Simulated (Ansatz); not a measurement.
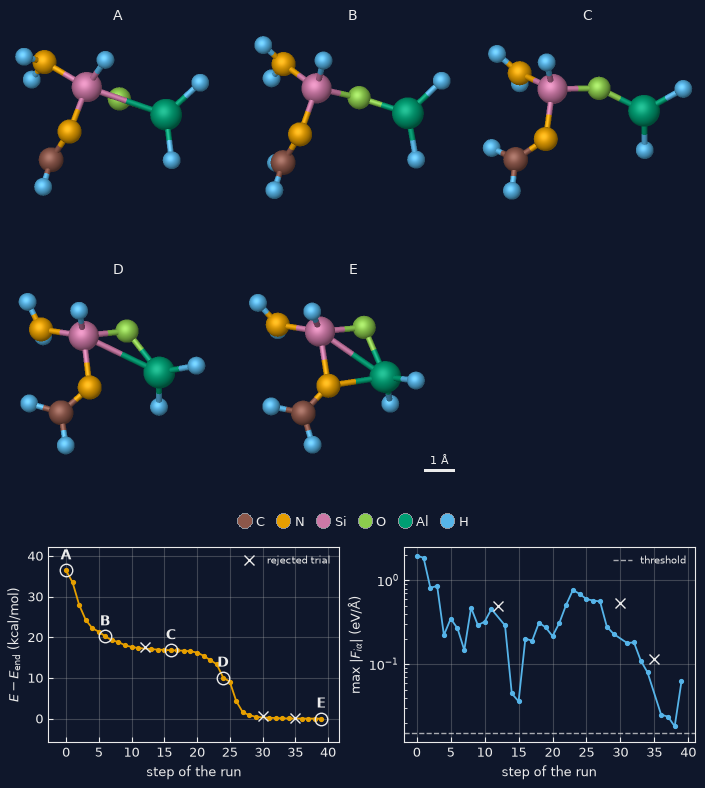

Frames of a relaxation of CH$_{7}$AlN$_{2}$OSi, marked on the history of the run. Style: ball-and-stick. Shown at a tilt.

The run prepares an end point of a later path (inversion) calculation, from a guessed geometry.

These are results of RKS PBE-D4/def2-SVP in Ansatz, not measurements.

Input
```yaml
crystal:
  periodic: [false, false, false]
  atoms:
    - { symbol: C, position_ang: [1.2073, -1.1217, -1.3326] }
    - { symbol: "N", position_ang: [1.2742, -0.3515, -0.2947] }
    - { symbol: Si, position_ang: [-0.1254, -0.0538, 0.793] }
    - { symbol: "N", position_ang: [-0.5423, -1.5961, 1.5252] }
    - { symbol: O, position_ang: [-1.4075, 0.6253, -0.0802] }
    - { symbol: Al, position_ang: [-0.9251, 2.3785, -0.4568] }
    - { symbol: H, position_ang: [0.2392, -1.5402, -1.6019] }
    - { symbol: H, position_ang: [2.0551, -1.2142, -1.996] }
    - { symbol: H, position_ang: [0.3423, 0.8535, 1.9391] }
    - { symbol: H, position_ang: [0.2316, -2.0361, 1.9883] }
    - { symbol: H, position_ang: [-0.91, -2.2292, 0.7609] }
    - { symbol: H, position_ang: [-0.1105, 2.6868, -1.7866] }
    - { symbol: H, position_ang: [-1.3086, 3.5639, 0.5571] }
basis:
  gaussian: { orbitals: def2-SVP }
hamiltonian:
  xc: pbe
  dispersion: d4
relax:
  f_tol: 0.015
  max_steps: 40
```

Run as
```bash
ansatz run input.yaml --threads 2 --pin off --max-ram 3072MiB --backend cpu --events-out ev --progress --plain --runs-dir out
```

**Describe the path.**

The relaxation stopped without meeting its thresholds, so the last structure isn't shown to be converged. It used up its limit of 40 steps. H13 moves most after the best rigid fit: 1.85 Å. By element the largest moves are H 1.85 Å, O 1.08 Å, N 0.94 Å, C 0.71 Å, Al 0.60 Å, Si 0.33 Å. Among the contacts that change: N2–Al6 3.509 → 2.060 Å, Si3–Al6 2.849 → 2.705 Å, N2–Si3 1.797 → 1.865 Å, Si3–O5 1.693 → 1.640 Å. Among the angles between lasting bonds that change: N2–Si3–Al6 95.4° → 49.5°, Al6–Si3–H9 84.7° → 121.7°, N2–Si3–O5 110.1° → 90.8°. Over 36 accepted moves (39 points after the start) the energy falls by 36.4 kcal/mol. Largest force component: 2 eV/Å at the start, 0.063 eV/Å at the end. The line search rejected the trial steps at points 12, 30, 35 of the run. Cost: 100 s on 2 threads of AMD EPYC 7B13 (Zen 3) (shared host), peak memory 0.21 GiB. From step 0 to 6: H12 moves most (0.82 Å), energy −16.2 kcal/mol. From step 6 to 16: H7 moves most (1.00 Å), energy −3.41 kcal/mol. From step 16 to 24: H13 moves most (1.19 Å), energy −6.74 kcal/mol. From step 24 to 39: H13 moves most (0.78 Å), energy −10.1 kcal/mol.
